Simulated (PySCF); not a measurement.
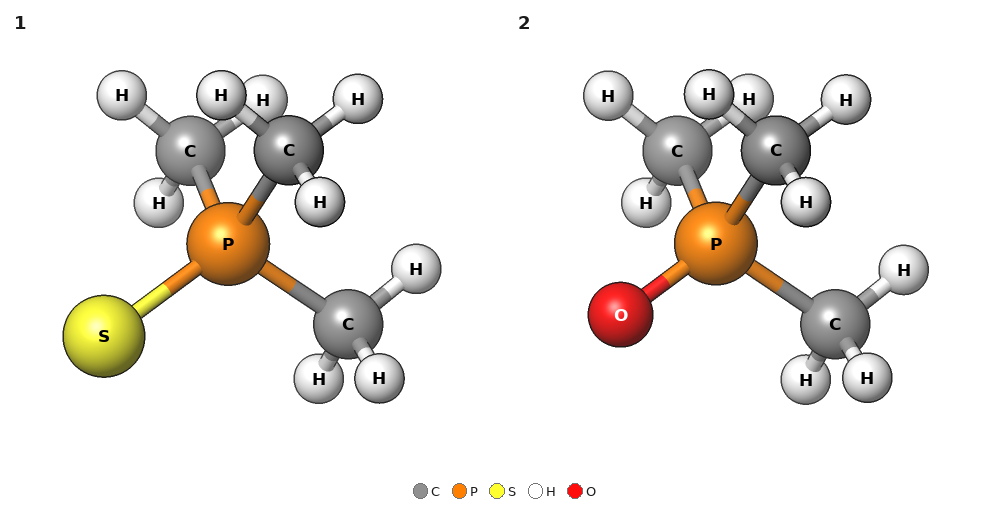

2 molecules with one skeleton, seen from the same side and at one scale. Each species is neutral and a spin singlet. Computed geometries: PBE0-D3(BJ)/def2-SVP optimisations, one conformation each. Properties computed with PySCF 2.14.0.

One atom differs, called X below: S in panel 1, O in panel 2. Their formulas are C3H9PS (`CP(C)(C)=S`), C3H9OP (`CP(C)(C)=O`).

**In which is the dipole moment larger (PBE0/pcSseg-0)?**

In panel 1 (X = S).

**In which is the HOMO energy (Kohn–Sham orbital) higher (PBE0/pcSseg-0)?**

In panel 1 (X = S).

Give the values. With PBE0-D3(BJ)/def2-SVP: length of X–P (Å), mean angle C–P–X (°). With PBE0/pcSseg-0: dipole moment (D), HOMO energy (Kohn–Sham orbital) (eV), HOMO–LUMO gap (eV), Hirshfeld charge of X (e), GIAO shielding of the P bonded to X (ppm).

```csv
quantity,1 (S),2 (O),2 − 1
length of X–P (Å),1.948,1.497,−0.451
mean angle C–P–X (°),114.2,113.9,−0.3
dipole moment (D),5.10,4.39,−0.71
HOMO energy (Kohn–Sham orbital) (eV),−6.23,−7.06,−0.83
HOMO–LUMO gap (eV),7.67,8.51,+0.84
Hirshfeld charge of X (e),−0.39,−0.45,−0.06
GIAO shielding of the P bonded to X (ppm),363.1,341.0,−22.1
```
